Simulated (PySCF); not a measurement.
SMILES C[SiH2][SiH](C)C (C3H12Si2) at its GFN2-xTB optimised geometry (Å):

```
17

Si    -0.4285    -1.5355    -1.8394
C     -2.3300    -1.5294    -1.8177
Si     0.4051    -0.3866     0.0000
C      2.3103    -0.3866     0.0000
C     -0.1724     1.4322     0.0000
H     -0.0139    -0.9638    -3.1329
H      0.0016    -2.9426    -1.8846
H     -2.7206    -0.5169    -1.8668
H     -2.7430    -2.0800    -2.6577
H     -2.7129    -1.9834    -0.9080
H     -0.0201    -0.9617     1.2954
H      2.7052     0.0658    -0.9055
H      2.7129     0.1664     0.8437
H      2.7007    -1.3983     0.0551
H      0.1405     1.9455    -0.9054
H     -1.2551     1.5006     0.0558
H      0.2327     1.9834     0.8440
```

Level of theory: PBE0/def2-SVP (PySCF 2.14.0).

Map of the HOMO amplitude (bohr^(-3/2)) on the plane z = 0.8 Å; orbital energy -7.76 eV, overall sign arbitrary:

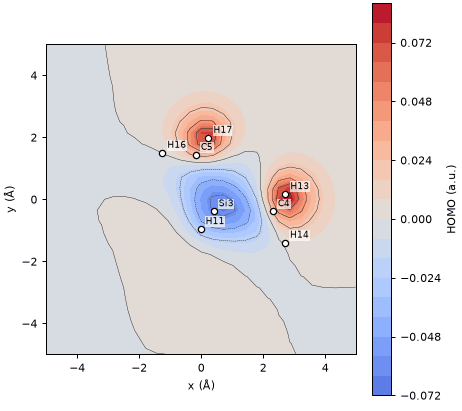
Figure: HOMO amplitude (bohr^(-3/2)) on the plane z = 0.8 Å.
